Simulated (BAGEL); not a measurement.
**UHF/6-31G(d) (density fitting with qzvpp-jkfit, spherical functions) run of Si2H5O (SMILES O[SiH][SiH3])**

What is the vertical electron affinity of Si2H5O at UHF/6-31G* (density fitting with qzvpp-jkfit, spherical functions)? 

The calculation is run with BAGEL 1.2.2.

8 further runs of the same task are left out: 4 that didn't finish, 4 set aside as unsound or not needed.

**1. Starting point**

Si2H5O has 8 atoms, charge 0, and is taken as a doublet. As SMILES, `O[SiH][SiH3]`. The coordinates come from a PBE0-D4/def2-TZVP relaxation. This is one conformer, not always the lowest.

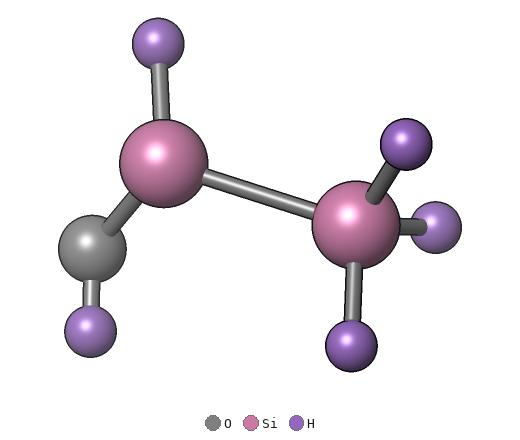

The structure, seen from a chosen angle (oxygen grey, silicon pink, hydrogen purple).

**2. The energy at UHF/6-31G(d) (density fitting with qzvpp-jkfit, spherical functions)**

Input file job.json:

```json
{ "bagel" : [

{
  "title" : "molecule",
  "basis" : "6-31gs.json",
  "df_basis" : "qzvpp-jkfit",
  "angstrom" : "true",
  "geometry" : [
    { "atom" : "O", "xyz" : [      -0.929000,       0.938400,      -1.717100 ] },
    { "atom" : "Si", "xyz" : [       0.090400,       1.134000,      -0.425000 ] },
    { "atom" : "Si", "xyz" : [       0.314200,      -0.774200,       0.917600 ] },
    { "atom" : "H", "xyz" : [      -1.805900,       0.598400,      -1.530300 ] },
    { "atom" : "H", "xyz" : [       1.378700,       1.582300,      -1.024400 ] },
    { "atom" : "H", "xyz" : [       1.190000,      -0.426800,       2.069000 ] },
    { "atom" : "H", "xyz" : [       0.883900,      -1.960400,       0.216700 ] },
    { "atom" : "H", "xyz" : [      -1.030200,      -1.148700,       1.437600 ] }
  ]
},

{
  "title" : "uhf",
  "nopen" : 1
},

{
  "title" : "print",
  "file" : "orbitals.molden",
  "orbitals" : "true"
}

]}
```

The basis set 6-31G* is read from a file made from the Basis Set Exchange's data (not shown).

Launch:

```
$ BAGEL_NUM_THREADS=1 BAGEL job.json > job.out
```

The log of the run:

```text
* using 1 threads per process

  ===============================================================
  ===============================================================

  *** Geometry ***

  { "atom" : "O", "xyz" : [     -1.755556,      1.773319,     -3.244849 ] },
  { "atom" : "Si", "xyz" : [      0.170831,      2.142949,     -0.803134 ] },
  { "atom" : "Si", "xyz" : [      0.593752,     -1.463026,      1.734013 ] },
  { "atom" : "H", "xyz" : [     -3.412656,      1.130812,     -2.891848 ] },
  { "atom" : "H", "xyz" : [      2.605365,      2.990114,     -1.935835 ] },
  { "atom" : "H", "xyz" : [      2.248774,     -0.806535,      3.909843 ] },
  { "atom" : "H", "xyz" : [      1.670329,     -3.704619,      0.409504 ] },
  { "atom" : "H", "xyz" : [     -1.946796,     -2.170728,      2.716670 ] },

  Number of auxiliary basis functions:      423

  Since a DF basis is specified, we compute 2- and 3-index integrals:
    o Being stored without compression. Storage requirement is 0.012 GB

  Number of basis functions:       60
  Number of electrons      :       41

    * METHOD: MOLECULE                             0.14

  *** Open-shell HF ***

  === Nuclear Repulsion ===
   142.9484794232

      * DIIS with orbital gradients will be used.

  === UHF iteration (6-31gs.json) ===
      0       -655.39829587          0.04771663           0.08
      1       -655.50830917          0.03284031           0.08
      2       -655.55133475          0.02228635           0.08
      3       -655.58440656          0.00139107           0.08
      4       -655.58503771          0.00037175           0.07
      5       -655.58511249          0.00015529           0.07
      6       -655.58513389          0.00004740           0.07
      7       -655.58513722          0.00001813           0.06
      8       -655.58513795          0.00000555           0.05
      9       -655.58513801          0.00000299           0.05
     10       -655.58513802          0.00000130           0.05
     11       -655.58513802          0.00000040           0.05
     12       -655.58513802          0.00000014           0.07
     13       -655.58513802          0.00000006           0.07
     14       -655.58513802          0.00000003           0.07
     15       -655.58513802          0.00000002           0.07
     16       -655.58513802          0.00000001           0.08
    * SCF iteration converged.

    * S^2 (UHF) is 0.7561

    * Permanent dipole moment:
           (    0.394839,     0.136629,    -0.388173) a.u.

    * METHOD: UHF                                  1.26

    * METHOD: PRINT                                0.01

  ===============================================================
```

Run time: 1.6 s. Hardware: 1 thread of Arm Neoverse V2, shared host; peak memory 0.083 GiB.

**3. The singlet anion**

Input file input.json:

```json
{ "bagel" : [

{
  "title" : "molecule",
  "basis" : "6-31gs.json",
  "df_basis" : "qzvpp-jkfit",
  "angstrom" : true,
  "geometry" : [
    { "atom" : "O", "xyz" : [   -0.929000,    0.938400,   -1.717100 ] },
    { "atom" : "Si", "xyz" : [    0.090400,    1.134000,   -0.425000 ] },
    { "atom" : "Si", "xyz" : [    0.314200,   -0.774200,    0.917600 ] },
    { "atom" : "H", "xyz" : [   -1.805900,    0.598400,   -1.530300 ] },
    { "atom" : "H", "xyz" : [    1.378700,    1.582300,   -1.024400 ] },
    { "atom" : "H", "xyz" : [    1.190000,   -0.426800,    2.069000 ] },
    { "atom" : "H", "xyz" : [    0.883900,   -1.960400,    0.216700 ] },
    { "atom" : "H", "xyz" : [   -1.030200,   -1.148700,    1.437600 ] }
  ]
},
{ "title" : "hf", "charge" : -1 },
{ "title" : "print", "file" : "orbitals.molden", "orbitals" : true }

]}
```

The basis set 6-31G* is read from a file made from the Basis Set Exchange's data (not shown).

Launch:

```
$ BAGEL_NUM_THREADS=1 BAGEL input.json > input.out
```

The log of the run:

```text
* using 1 threads per process

  ===============================================================
  ===============================================================

  *** Geometry ***

  { "atom" : "O", "xyz" : [     -1.755556,      1.773319,     -3.244849 ] },
  { "atom" : "Si", "xyz" : [      0.170831,      2.142949,     -0.803134 ] },
  { "atom" : "Si", "xyz" : [      0.593752,     -1.463026,      1.734013 ] },
  { "atom" : "H", "xyz" : [     -3.412656,      1.130812,     -2.891848 ] },
  { "atom" : "H", "xyz" : [      2.605365,      2.990114,     -1.935835 ] },
  { "atom" : "H", "xyz" : [      2.248774,     -0.806535,      3.909843 ] },
  { "atom" : "H", "xyz" : [      1.670329,     -3.704619,      0.409504 ] },
  { "atom" : "H", "xyz" : [     -1.946796,     -2.170728,      2.716670 ] },

  Number of auxiliary basis functions:      423

  Since a DF basis is specified, we compute 2- and 3-index integrals:
    o Being stored without compression. Storage requirement is 0.012 GB

  Number of basis functions:       60
  Number of electrons      :       41

    * METHOD: MOLECULE                             0.16

  *** RHF ***

  === Nuclear Repulsion ===
   142.9484794232

      * DIIS with orbital gradients will be used.

  === RHF iteration (6-31gs.json) ===
      0       -655.37117310          0.02451623           0.04
      1       -655.48657410          0.01615170           0.04
      2       -655.55909472          0.00176999           0.04
      3       -655.56110593          0.00035536           0.04
      4       -655.56125517          0.00014455           0.04
      5       -655.56129951          0.00005917           0.04
      6       -655.56130858          0.00001960           0.04
      7       -655.56130946          0.00000494           0.04
      8       -655.56130952          0.00000173           0.03
      9       -655.56130953          0.00000060           0.03
     10       -655.56130953          0.00000022           0.03
     11       -655.56130953          0.00000007           0.03
     12       -655.56130953          0.00000002           0.03
     13       -655.56130953          0.00000001           0.03
    * SCF iteration converged.

    * Permanent dipole moment:
           (    0.491095,     1.247952,     0.032853) a.u.

    * METHOD: HF                                   0.57

    * METHOD: PRINT                                0.01

  ===============================================================
```

Run time: 0.91 s. Hardware: 1 thread of Arm Neoverse V2, shared host; peak memory 0.083 GiB.

**4. Outcome**

At UHF/6-31G* (density fitting with qzvpp-jkfit, spherical functions):

| quantity | value |
| --- | --- |
| doublet Si2H5O: total energy | -655.58514 Eh |
| doublet Si2H5O: dipole moment | 1.45 D |
| doublet Si2H5O: ⟨S²⟩ | 0.756 |
| singlet anion: total energy | -655.56131 Eh |
| singlet anion: HOMO energy | -0.28 eV |
| singlet anion: LUMO energy | 8.35 eV |
| singlet anion: HOMO–LUMO gap (to an unbound level, set by the basis) | 8.63 eV |
| vertical electron affinity (to the singlet anion) | -0.648 eV |

The anion lies 0.65 eV (15.0 kcal/mol) above the neutral: the electron isn't bound at this level, and such a value depends on the basis. Without diffuse functions anions come out too high. Hartree–Fock misses the correlation that binds many anions.
